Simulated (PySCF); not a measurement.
# F4Ta (Ta(F)4): the cost of one run

Program: PySCF 2.14.0. Level of theory: several levels, as the steps say, no spin–orbit coupling. These are calculated values, not measurements.

1 further run of the same task is left out (for a known fault of the program).

### Step 1. The system as given

5 atoms, charge 0, spin multiplicity 2.

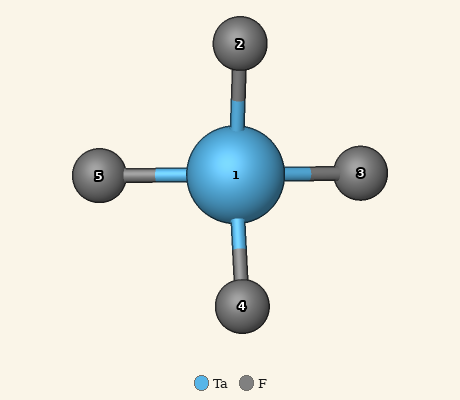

The structure; tantalum blue, fluorine grey; atoms are numbered from 1 in the order of the file.

As a file:

```xyz
5
charge 0, multiplicity 2
Ta    0.00000    0.00000    0.00000
F     1.75483    0.00000   -0.64641
F     0.00000    1.75483    0.64641
F    -1.75483    0.00000   -0.64641
F     0.00000   -1.75483    0.64641
```

Formal oxidation states: Ta +4. An earlier session relaxed this geometry at PBE0, Ta def2-SVP with ECP60, F def2-SVP (doublet, point group D2d).

At PBE0 on the finer grid: E = -455.932658 Eh, HOMO -6.70 eV, LUMO -2.72 eV (over both spins), ⟨S²⟩ = 0.751, Mulliken charge on Ta1 +1.32 e, largest force component 0.003 eV/Å. 

Levels to run: revPBE; PBE; wB97X; TPSS; PBE0, TZVP; PBE0, x2c-SVP. Hardware: 2 threads of Arm Neoverse V2, shared host.

### Step 2. revPBE

run.py (the lines that set the calculation)

```python
mol = gto.M(atom='''
Ta     0.00000     0.00000     0.00000
F      1.75483     0.00000    -0.64641
F      0.00000     1.75483     0.64641
F     -1.75483     0.00000    -0.64641
F      0.00000    -1.75483     0.64641''',
    basis={'Ta': 'def2-SVP', 'F': 'def2-SVP'},
    ecp={'Ta': 'def2-SVP'},
    charge=0, spin=1)
mf = dft.UKS(mol, xc='PBE_R,PBE')
mf.grids.atom_grid = (75, 302)
mf = mf.density_fit()  # fitting sets: Ta def2-universal-JKFIT, F def2-universal-JKFIT
mf.conv_tol = 1e-08; mf.max_cycle = 55
mf.kernel(dm0)  # dm0: the density of the relaxed state
```

Started as:

```sh
$ OMP_NUM_THREADS=2 python run.py
```

**Question.** How long does this run take on 2 threads of Arm Neoverse V2, shared host?

About 3.4 s.
